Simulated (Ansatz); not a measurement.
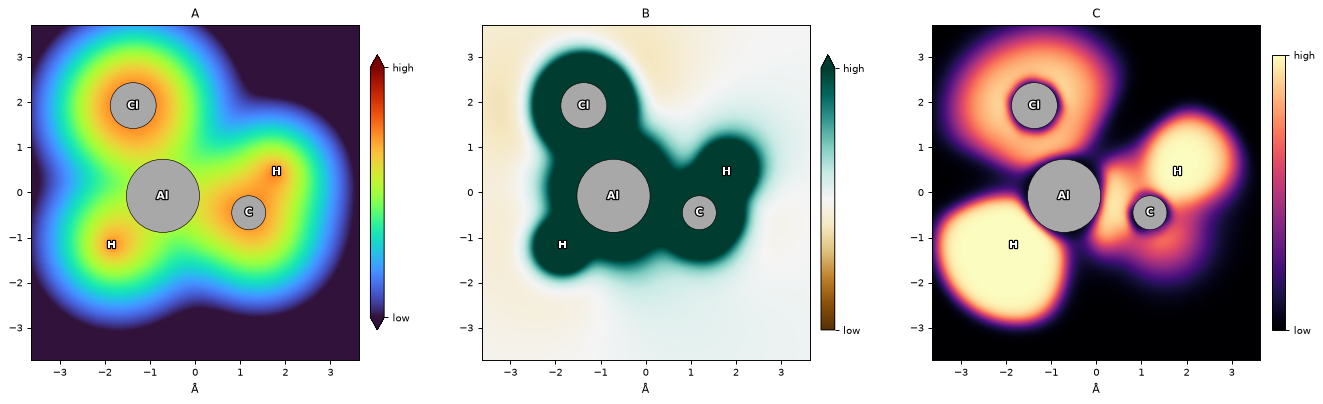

CH4AlCl (SMILES [CH3][AlH][Cl]): 3 fields on the plane of atoms C1, Al2 and Cl3, with unlabelled colour scales. Grey discs cover the atomic cores.

Geometry: PBE0-D4/def2-TZVP.

All numbers below come from Ansatz, RKS PBE0-D4/def2-TZVPP.

```yaml
atoms:
  - { symbol: C, position_ang: [-0.7122, 0.5230, -0.2855] }
  - { symbol: Al, position_ang: [0.8571, -0.5067, 0.1976] }
  - { symbol: Cl, position_ang: [0.6957, -2.0081, 1.6639] }
  - { symbol: H, position_ang: [-0.5388, 1.5903, -0.1124] }
  - { symbol: H, position_ang: [-1.5984, 0.2257, 0.2777] }
  - { symbol: H, position_ang: [-0.9321, 0.4138, -1.3525] }
  - { symbol: H, position_ang: [2.2899, -0.3060, -0.4346] }
```

The panels show electron density, electron localisation function and electrostatic potential in some order. Assign them.

Panel A: electron density. Panel B: electrostatic potential (strongly positive close to the atoms, with negative regions outside electron-rich atoms). Panel C: electron localisation function. From the grid: C–Al (1.94 Å): the density is about 0.74 e/Å³ at the midpoint; the ELF peaks at about 0.95 between the atoms; a polar covalent bond. Al–Cl (2.10 Å): ρ is about 0.73 e/Å³ halfway; the ELF peaks at about 0.85 in the valence shell of Cl, 0.9 Å from its nucleus, and is about 0.80 at the midpoint.
